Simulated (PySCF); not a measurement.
| atom | x (Å) | y (Å) | z (Å) |
| --- | --- | --- | --- |
| O | -1.1837 | 0.5897 | 0.2537 |
| S | -0.2756 | -0.3859 | -0.3256 |
| O | 1.0835 | -0.3272 | 0.1857 |
| Br | -1.1819 | -2.6864 | 0.6708 |

Geometry: PBE0-D3(BJ)/def2-TZVPD.

Level of theory: PySCF, wB97M-D3(BJ)/def2-TZVPD, SCF density, gas phase.

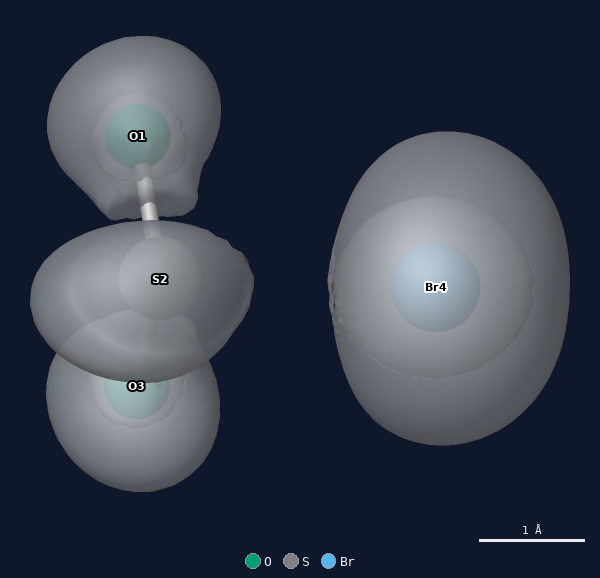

SO2···Br (SMILES O=S=O.[Br-]) (charge −1). Isosurface of the electron localisation function at 0.75 (grey), seen at an oblique angle. Core shells and regions of very low density are left out.

Identify the bonds, lone pairs and shells in this picture.

At this value the surface marks out two regions on O in which the atom's valence shell and bonds are merged, one lobe on S, pointing away from the bonds (lone pairs, which may merge into one lobe) and one region wrapped around Br (its valence shell). Profiles from the grid: S2···Br4 (2.67 Å): the ELF peaks at about 0.80 in the valence shell of S, 0.8 Å from its nucleus, and is about 0.45 at the midpoint. S–O (1.45 Å): the ELF peaks at about 0.80 between the atoms: a short, strongly polar bond.
